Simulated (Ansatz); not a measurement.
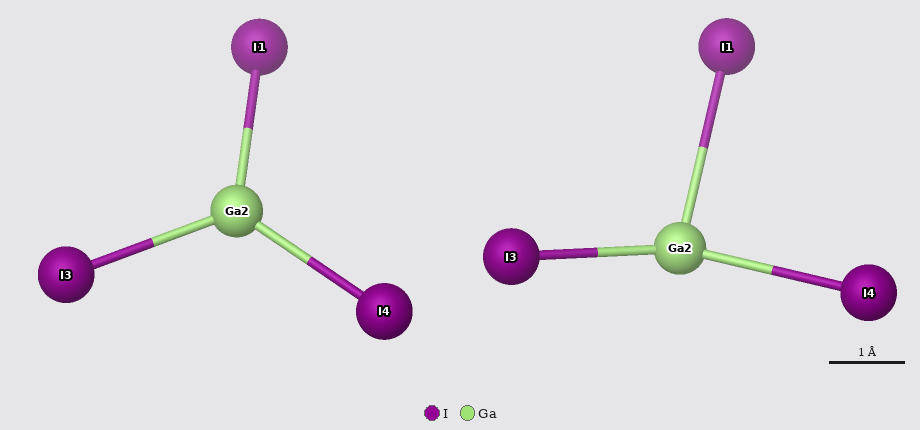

Two geometries of GaI3 (coarse preliminary run), drawn at one scale. One is the start of a relaxation, the other its converged end. The picture is a ball-and-stick view, seen at a tilt.

The calculation used RKS PBE-D4/def2-SVP (Ansatz). Set-up: force threshold 0.03 eV/Å; at most 200 steps.

Which of the two is the end point?

Answer. The left one is the relaxed one. The start comes from a force field. The atom that moves furthest after the best rigid fit is Ga2 (0.57 Å). By element the largest moves are Ga 0.57 Å, I 0.41 Å. Some distances before and after: I1–Ga2 2.918 → 2.495 Å, Ga2–I4 2.732 → 2.495 Å, Ga2–I3 2.355 → 2.495 Å. Bond angles that change, for instance: I1–Ga2–I4 95.0° → 120.0°, I3–Ga2–I4 144.3° → 120.0°, I1–Ga2–I3 109.1° → 120.0°. After 4 geometry steps the energy has fallen by 118.9 kJ/mol. The largest force component goes from 2.9 to 0.0041 eV/Å.
